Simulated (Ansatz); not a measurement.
# ZrH3Cl3O2: nudged elastic band (part 2 of 2)

The same run, continued: ZrH3Cl3O2; RKS B3LYP/def2-SVP (Ansatz 0.2.0). The run did not end well. It belongs to a series of runs on one base structure; here: band between the two ends.

Geometry of the input (Å):
```
Zr -0.0372  0.0707  0.2621
Cl -0.3877  -0.1539  2.6376
Cl 2.1134  -0.3667  -0.7339
Cl -1.3257  1.7453  -0.8147
O  -0.9290  -1.5051  -0.2954
H  -1.3421  -2.3364  -0.5423
O  1.3003  1.8285  1.1540
H  2.2231  1.8160  0.8546
H  1.3017  1.8598  2.1240
```

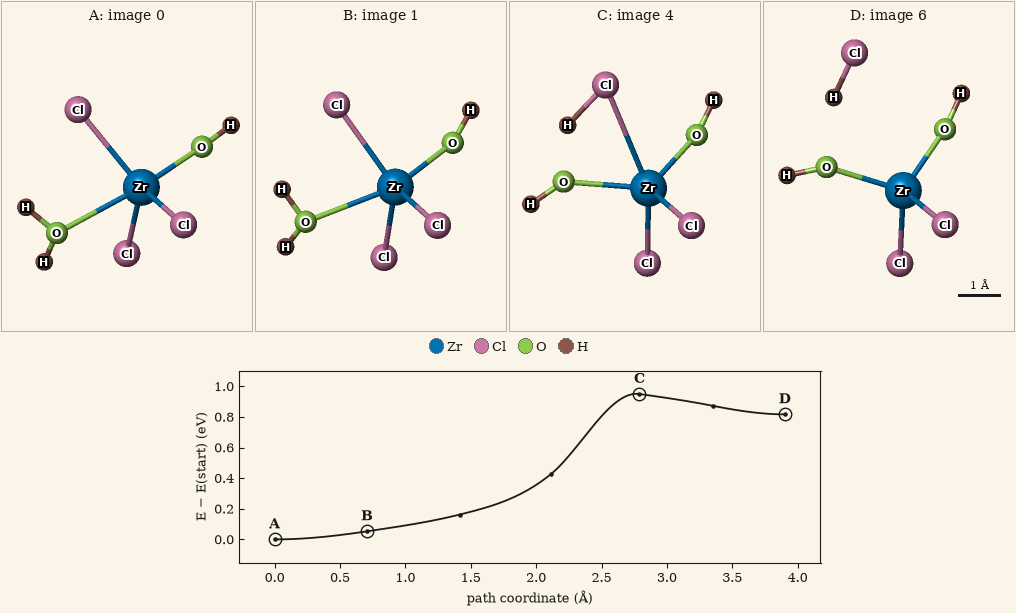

Images of the last band (counted from 0; ball-and-stick, seen at a tilt) above the energy along the path; the line is a cubic interpolation that uses the forces. The highest image is number 4, 0.950 eV above the start and 0.133 eV above the end (the climbing image); the end lies 0.817 eV above the start. The path is 3.90 Å long. The band had not converged after 60 iterations.

```
Unfinished report: {"positions_ang":[[0.2524429511058384,0.3357210227398574,-0.1529685808371744],[-0.7665630432188691,0.4904628043557013,2.6120918318064903],[1.9063617116025893,0.031894515081520275,-1.8187233276739785],[-1.2658193035733656,1.8990679034593358,-1.0753316552682646],[-0.5520134581174397,-1.3877482640897805,-0.038616738196278505],[-0.9967456141681748,-2.1693398683446588,0.3018942409151327],[1.4867230154997793,1.1750363662622343,1.2290652463506113],[2.3519876436997884,1.6032529746432398,1.252958207638493],[0.5004250971698542,0.9798535358925531,2.335632765264968]],"unchecked":["starts","cluster_reference","orbital_swaps","neighbouring_geometries","increment"],"mean_field":{"relativity":"none","state":{"energy":{"ev":-42986.32197677505,"hartree":-1579.718195470945},"converged":true,"gradient_ev":0.00007682126951813005,"stability":{"kind":"minimum","curvature_ev":29.145580576868177},"curvature_floor_ev":0.00030000000000000003,"spin_squared":1.4210854715202004e-14},"others":[],"fillings":{"estimated":0,"unestimated":0,"tried":0,"untried":0,"excluded_magnetic_sites":0},"n_dropped_functions":0,"n_trapped_functions":0,"passes":{"evaluations":2,"products":21},"factors":{"origin":"Cholesky decomposition","count":1313,"bound_ev":0.0009259799003602412},"gradient_stop_ev":0.00009,"reference_kind":"stationary","functional":{"name":"B3LYP","citations":["Stephens, Devlin, Chabalowski & Frisch, J. Phys. Chem. 98, 11623 (1994) doi:10.1021/j100096a001","Becke, Phys. Rev. A 38, 3098 (1988) doi:10.1103/PhysRevA.38.3098","Lee, Yang & Parr, Phys. Rev. B 37, 785 (1988) doi:10.1103/PhysRevB.37.785","Vosko, Wilk & Nusair, Can. J. Phys. 58, 1200 (1980) doi:10.1139/p80-159"],"text":"name \"B3LYP\"\ncite \"Stephens, Devlin, Chabalowski & Frisch, J. Phys. Chem. 98, 11623 (1994) doi:10.1021/j100096a001\"\ncite \"Becke, Phys. Rev. A 38, 3098 (1988) doi:10.1103/PhysRevA.38.3098\"\ncite \"Lee, Yang & Parr, Phys. Rev. B 37, 785 (1988) doi:10.1103/PhysRevB.37.785\"\ncite \"Vosko, Wilk & Nusair, Can. J. Phys. 58, 1200 (1980) doi:10.1139/p80-159\"\nparameter a0 = 0.2\nparameter ax = 0.72\nparameter ac = 0.81\nexchange = (1 - a0 - ax)*slater_x + ax*b88_x + a0*exact_x\ncorrelation = (1 - ac)*vwn_rpa_c + ac*lyp_c\n","parameters":{"a0":{"value":0.2,"default":0.2},"ac":{"value":0.81,"default":0.81},"ax":{"value":0.72,"default":0.72}},"final_grid":{"core_spheres":13.0,"valence_spheres":11.0,"degree":36.0},"final_grid_parameter_source":"default","radial_points_factor":1.0,"radial_grid_error_ev":6.729326096032238e-7,"grid_sensitivity":"normal","grid_sensitivity_ratio":0.0013437628806248659},"unsmoothed_excess_ev":-0.0003601729544218173,"symmetry":{"irreps":["A"],"axes":[[0.9997542985837714,-0.014808072270575233,0.016494346270788367],[0.014673920358855659,0.9998585046804719,0.008224760144396054],[-0.01661380524061874,-0.007980702585631499,0.9998301305030103]],"occupied":[{"A":41},{"A":41}]},"held":{"pivots":1311,"left_out":0,"joined":2},"density_repulsion":{"missed_ev":0.000021738298460769873,"excess_ev":1.8083315939867962e-8,"most_excess_ev":0.0002214,"are_drawn_again":false,"n_first_factors":1313,"energy_change_ev":0.0,"n_dropped_ends":0}},"factors":{"origin":"Cholesky decomposition","count":1313,"bound_ev":0.0009259799003602412},"n_frozen":0,"n_occupied":[41,41],"n_virtual":[87,87],"reference":{"ev":-42986.32197677505,"hartree":-1579.718195470945},"total":{"ev":-42986.32197677505,"hartree":-1579.718195470945},"forces_ev_per_angstrom":[[0.027688090968185024,-0.002259349704598683,-0.03140104453331965],[-0.026336396785136447,0.06526242766164424,0.09590580209435723],[0.008486501890990497,0.009259558062778256,-0.03882347226586024],[0.0023124987612367027,0.009909195799652196,0.030925424827355316],[0.046799358972554085,-0.004601579629434155,-0.009063456535852147],[0.030539264752207283,0.007334764882046456,-0.0034876892866526395],[-0.015424578003670154,-0.051209637920613976,-0.00832616522299299],[-0.0016127777736195865,-0.04245430678120769,-0.030979273276688202],[-0.07245196280291312,0.008758927630531911,-0.004750125787393078]],"charge_distribution":{"dipole_moment_e_ang":[0.2682226586967585,-0.22761316451534938,0.5057665138568782],"mulliken_charges_e":[0.8801808858287661,-0.19906828122446996,-0.2467515754210794,-0.2478646306709038,-0.3808013259140228,0.20945088442050852,-0.48992200099932504,0.22698208654638785,0.24779395743410948],"lowdin_charges_e":[-1.0425189665128425,0.23803740336873602,0.28917693766737784,0.2829930242069274,0.12240628890129379,0.01346012789581974,0.06142897606595099,0.018654467736293423,0.01636174067042373]},"n_threads":4,"memory_gib":4.261363637633622,"seconds":{"hamiltonian":2.5212073200000003,"orbitals":0.0,"second_order":0.0,"solver_start":0.0,"cycles":0.0,"cycle":0.0,"perturbative":0.0,"full_ci_increment":0.0,"forces":0.0}}
this run last wrote the band of iteration 60 to [file]
Error: NEB band did not converge after 60 iterations: max|band force component| = 8.19e-2 eV/Å (threshold 5.0e-2); raise `neb.max_iterations` in a new run, which can start from the last band evaluated (`neb.initial_path`, with `crystal.atoms` and `neb.final_atoms` set to its first and last images), add images, or start from endpoints closer to local minima. Where this run's directory can be resumed (`checkpoint.write`), a resume goes on for up to `neb.max_iterations` more; to start a new run from the last band, take its images' positions from the `neb_iteration` event of iteration 60 (`data.images[].positions_ang`), in the event stream of the run that computed that iteration (not this run's, if it was resumed behind it). With `checkpoint.write`, `steps/00-neb/state/checkpoint.json` in the run directory holds the last saved band, under `neb.evaluated.images[].positions_ang` (a band under a hybrid functional on support functions is neither saved nor resumed: `neb.initial_path` says where its path is): check the last entry of `neb.iterations` there, which is earlier than 60 if that iteration was not saved or its write failed. If the band's step has no `state` directory and holds `state.next`, a write was cut short, and the file is under `state.next` instead (behind a loss of power it can be under `state.prev`)
this run wrote the band of iteration 60 to [file] as well, whether or not its events were kept: a new run's `neb.initial_path` can list its `images[].positions_ang`
a run's events are kept only if it was started with --events-out <file>, and are in that file
```

## The last band as extended XYZ (Å, eV, eV/Å)
```
9
Properties=species:S:1:pos:R:3:forces:R:3 image=0 energy=-42987.27146
Zr   -0.0372    0.0707    0.2621   -0.0047  -0.0062  -0.0018
Cl   -0.3877   -0.1539    2.6376   -0.0034  -0.0024   0.0000
Cl    2.1134   -0.3667   -0.7339    0.0005  -0.0027  -0.0025
Cl   -1.3257    1.7453   -0.8147   -0.0026   0.0022   0.0012
O    -0.9290   -1.5051   -0.2954    0.0047   0.0047   0.0023
H    -1.3421   -2.3364   -0.5423    0.0018   0.0006   0.0004
O     1.3003    1.8285    1.1540   -0.0019   0.0019  -0.0022
H     2.2231    1.8160    0.8546    0.0075  -0.0019  -0.0019
H     1.3017    1.8598    2.1240   -0.0020   0.0039   0.0044
9
Properties=species:S:1:pos:R:3:forces:R:3 image=1 energy=-42987.21869
Zr   -0.0019    0.1399    0.1182   -0.0177  -0.0088   0.0267
Cl   -0.4742   -0.0874    2.5043   -0.0097  -0.0034   0.0240
Cl    2.0825   -0.1993   -1.0282    0.0115  -0.0262   0.0718
Cl   -1.3102    1.7826   -0.9702   -0.0101   0.0003   0.0263
O    -0.8733   -1.4960   -0.2876   -0.0054  -0.0038  -0.0239
H    -1.2980   -2.3457   -0.1397   -0.0039  -0.0193  -0.0691
O     1.3407    1.7399    1.2069   -0.0119   0.0176  -0.0007
H     2.3021    1.7568    1.0832   -0.0151   0.0026  -0.0634
H     1.1491    1.6675    2.1591    0.0621   0.0411   0.0084
9
Properties=species:S:1:pos:R:3:forces:R:3 image=2 energy=-42987.10929
Zr    0.0056    0.2116    0.0294   -0.0560  -0.0267   0.0449
Cl   -0.7266    0.1347    2.4006   -0.0270  -0.0346  -0.0135
Cl    2.0052   -0.0387   -1.2869    0.0071   0.0058   0.1465
Cl   -1.3282    1.7989   -1.0997   -0.0240  -0.0220   0.0199
O    -0.7574   -1.5073   -0.2396   -0.0295  -0.0306  -0.0717
H    -1.1355   -2.3117    0.1295   -0.0265  -0.0365  -0.0748
O     1.4038    1.5387    1.2772    0.0017   0.0511  -0.0087
H     2.3578    1.6961    1.2367    0.0229  -0.0217  -0.0667
H     1.0921    1.4360    2.1990    0.1312   0.1151   0.0240
9
Properties=species:S:1:pos:R:3:forces:R:3 image=3 energy=-42986.84399
Zr    0.0786    0.2804   -0.0552   -0.2646  -0.0810   0.1360
Cl   -0.8537    0.3805    2.3855   -0.0878  -0.0998  -0.3314
Cl    1.9192    0.0597   -1.5932   -0.0612   0.0871   0.3015
Cl   -1.2988    1.8507   -1.1456   -0.0689  -0.0117  -0.0100
O    -0.6121   -1.4777   -0.1406   -0.0935  -0.1420  -0.1608
H    -1.0264   -2.2290    0.2930   -0.0565  -0.0889  -0.0083
O     1.4611    1.2578    1.3382    0.0238   0.0364   0.1262
H     2.3413    1.6534    1.3800    0.0288   0.0167   0.1312
H     0.9076    1.1823    2.1841    0.5799   0.2832  -0.1843
9
Properties=species:S:1:pos:R:3:forces:R:3 image=4 energy=-42986.32162
Zr    0.2524    0.3357   -0.1530    0.0277  -0.0023  -0.0314
Cl   -0.7666    0.4905    2.6121   -0.0263   0.0653   0.0959
Cl    1.9064    0.0319   -1.8187    0.0085   0.0093  -0.0388
Cl   -1.2658    1.8991   -1.0753    0.0023   0.0099   0.0309
O    -0.5520   -1.3877   -0.0386    0.0468  -0.0046  -0.0091
H    -0.9967   -2.1693    0.3019    0.0305   0.0073  -0.0035
O     1.4867    1.1750    1.2291   -0.0154  -0.0512  -0.0083
H     2.3520    1.6033    1.2530   -0.0016  -0.0425  -0.0310
H     0.5004    0.9799    2.3356   -0.0725   0.0088  -0.0047
9
Properties=species:S:1:pos:R:3:forces:R:3 image=5 energy=-42986.39925
Zr    0.3332    0.3506   -0.3351    0.0459   0.0046  -0.0495
Cl   -0.7289    0.4881    3.0023   -0.0653   0.0311   0.0798
Cl    1.9273   -0.0267   -2.0346    0.0023  -0.0055  -0.0873
Cl   -1.2541    1.9076   -1.1528    0.0113   0.0195   0.0304
O    -0.5001   -1.3236    0.0086    0.0471   0.0024   0.0122
H    -0.9794   -2.0843    0.3493    0.0305   0.0234   0.0278
O     1.4394    1.1416    1.0964    0.0015  -0.0335  -0.0502
H     2.2777    1.5944    1.2480    0.0025  -0.0203  -0.0152
H     0.4015    0.9105    2.4639   -0.0759  -0.0216   0.0519
9
Properties=species:S:1:pos:R:3:forces:R:3 image=6 energy=-42986.45465
Zr    0.3986    0.3351   -0.4911   -0.0009  -0.0049  -0.0062
Cl   -0.7739    0.6520    3.2851   -0.0096  -0.0004   0.0063
Cl    1.8940   -0.0332   -2.2914   -0.0076   0.0053   0.0075
Cl   -1.2465    1.9141   -1.1385    0.0025  -0.0023  -0.0009
O    -0.4075   -1.3130    0.0008    0.0100   0.0107  -0.0147
H    -0.8415   -2.0502    0.4385   -0.0119  -0.0141   0.0133
O     1.4171    1.0554    1.0054    0.0199   0.0115  -0.0029
H     2.2250    1.4804    1.3153   -0.0146  -0.0068   0.0058
H     0.2515    0.9175    2.5219    0.0121   0.0008  -0.0082
```

## What the run reported

- outcome: not converged
- barrier, forward (band not converged): 0.950 eV
- barrier, backward: 0.133 eV
- wall time: 14 min (CPU time 54 min)
- peak memory: 0.39 GiB

The run did not converge: “NEB band did not converge after 60 iterations: max|band force component| = 8.19e-2 eV/Å (threshold 5.0e-2); raise `neb.max_iterations` in a new run, which can start from the last band evaluated (`neb.initial_path`, with `crystal.atoms` and `neb.final_atoms` set to its first and last images), add images, or start from endpoints closer to local minima …” Its last values are not results.
